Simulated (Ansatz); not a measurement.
# Ge2H4 (triplet): wave-function methods side by side, cc-pVDZ

How much of the correlation energy of Ge2H4 (triplet) does each wave-function method recover here?

Computed with Ansatz 0.2.0, Gaussian basis. Level: cc-pVDZ, core rule «outside noble gas», up to 28 orbitals frozen.

Plan: UHF; CCSD(T) on ROHF; CCSD(T) on UHF; BCCD(T) on ROHF; CISD; CCSDT(Q) on ROHF; CCSDT(Q) on UHF; CASSCF and MRCISD+Q, 10 electrons in 10 orbitals; CASSCF and NEVPT2, 10 electrons in 10 orbitals.

15 further runs of the same task are left out: 4 that didn't finish, 11 set aside as unsound or not needed.

## 1. The geometry

The geometry is a PBE0/def2-TZVP stationary point (not a proven minimum). No spin-orbit coupling is included. The filled d shell of Ge may be among the frozen orbitals whatever the setting's name suggests; the logs give the count.

6 atoms, charge 0, spin multiplicity 3.

Atoms are counted from 1 here; the program's logs count them from 0.

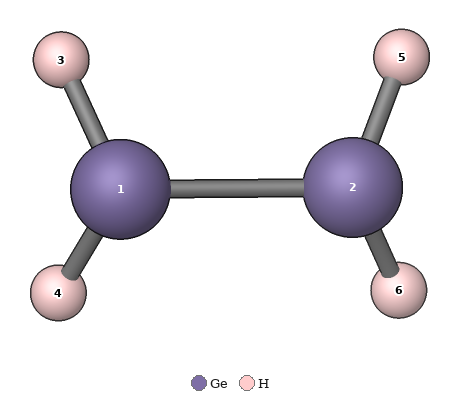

The geometry (germanium purple, hydrogen pink); atoms are numbered from 1 in the order of the file.

## 2. UHF

Contents of in.yaml:

```yaml
crystal:
  periodic: [false, false, false]
  atoms:
    - {symbol: Ge, position_ang: [0.019165, 0.000000, 1.227623]}
    - {symbol: Ge, position_ang: [0.019165, 0.000000, -1.227623]}
    - {symbol: H, position_ang: [-0.690593, 1.252282, 1.800430]}
    - {symbol: H, position_ang: [-0.690593, -1.252282, 1.800430]}
    - {symbol: H, position_ang: [-0.690593, 1.252282, -1.800430]}
    - {symbol: H, position_ang: [-0.690593, -1.252282, -1.800430]}
basis:
  gaussian: {orbitals: cc-pVDZ}
magnetization: {spin_polarized: true, initial_magnetization: 2}
hamiltonian: {xc: hf}
output: {orbitals: {seedname: orbitals}}
```

Run with:

```sh
> ansatz run in.yaml --threads 1 --pin off --events-out ev --progress --plain --max-ram 2393MiB
```

Further steps of the session: CCSD(T) on ROHF; CCSD(T) on UHF; BCCD(T) on ROHF; CISD; CCSDT(Q) on ROHF; CCSDT(Q) on UHF; CASSCF and MRCISD+Q, 10 electrons in 10 orbitals; CASSCF and NEVPT2, 10 electrons in 10 orbitals.

**Question.** What will the summary of the whole plan be? Wanted: UCCSDT(Q) below the RHF energy; RMP2 from UCCSDT(Q); UMP2 from UCCSDT(Q); RCCSD from UCCSDT(Q); RCCSD(T) from UCCSDT(Q); UCCSD(T) from UCCSDT(Q); RCCSDT(Q) from UCCSDT(Q); NEVPT2 frontier from UCCSDT(Q); MRCISD+Q frontier from UCCSDT(Q).

The runs gave:

| quantity | value |
| --- | --- |
| UCCSDT(Q) below the RHF energy | -5.7891 eV |
| RMP2 from UCCSDT(Q) | +29.93 kcal/mol |
| UMP2 from UCCSDT(Q) | +29.82 kcal/mol |
| RCCSD from UCCSDT(Q) | +4.17 kcal/mol |
| RCCSD(T) from UCCSDT(Q) | +1.03 kcal/mol |
| UCCSD(T) from UCCSDT(Q) | +0.85 kcal/mol |
| RCCSDT(Q) from UCCSDT(Q) | +0.18 kcal/mol |
| NEVPT2 frontier from UCCSDT(Q) | +28.36 kcal/mol |
| MRCISD+Q frontier from UCCSDT(Q) | +0.81 kcal/mol |
| levels within 1 kcal/mol (43 meV) | UCCSD(T), RCCSDT, UCCSDT, RCCSDT(Q), MRCISD+Q frontier |
| T1 diagnostic | 0.017 |

**Reading.** RCCSD(T) misses by +1.03 kcal/mol, 0.8 % of the correlation energy. Of the multireference levels listed MRCISD+Q frontier comes nearest in total energy (+0.81 kcal/mol), which doesn't show that its space is the better one. These misses are within one basis, not against nature; the frozen cores of restricted and unrestricted runs differ, which can shift their rows.
